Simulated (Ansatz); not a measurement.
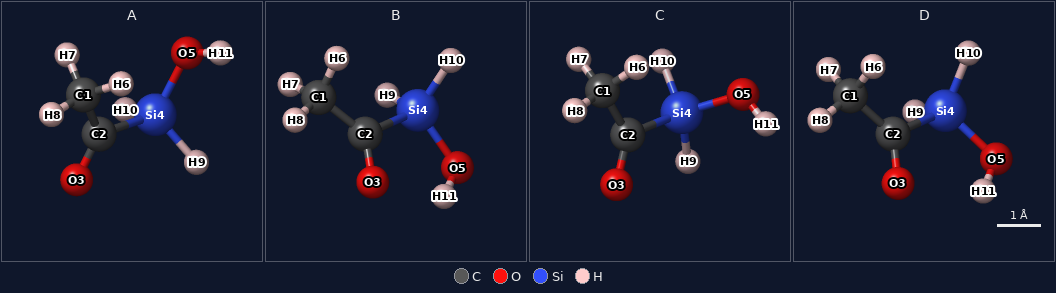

4 geometries from a converged minimum-energy path of C$_{2}$H$_{6}$O$_{2}$Si, shuffled. A ball-and-stick model, seen from a free direction.

Theory: Ansatz, RKS B3LYP/def2-SVP. Run with 5 movable images; climbing image; force threshold 0.03 eV/Å; iteration limit 60; starting path through a guess of the saddle point.

> Which of them lies highest in energy?

C. In order along the path, whose images run from 0 to 6: B (image 0, 0.00 kcal/mol), D (image 1, +0.67 kcal/mol), C (image 4, +3.55 kcal/mol), A (image 6, +2.36 kcal/mol). The motion is a rotation about the C2–Si4 bond by about 175°, with a turn of about 85° about Si4–O5. No bond forms or breaks between the ends. Among the angles between lasting bonds that change up to the highest image: Si4–O5–H11 108.8° → 118.0°, C2–Si4–O5 101.8° → 110.2°.

The run took 3.3 min on 2 threads of Arm Neoverse V1, on a shared host, peak memory 0.22 GiB.
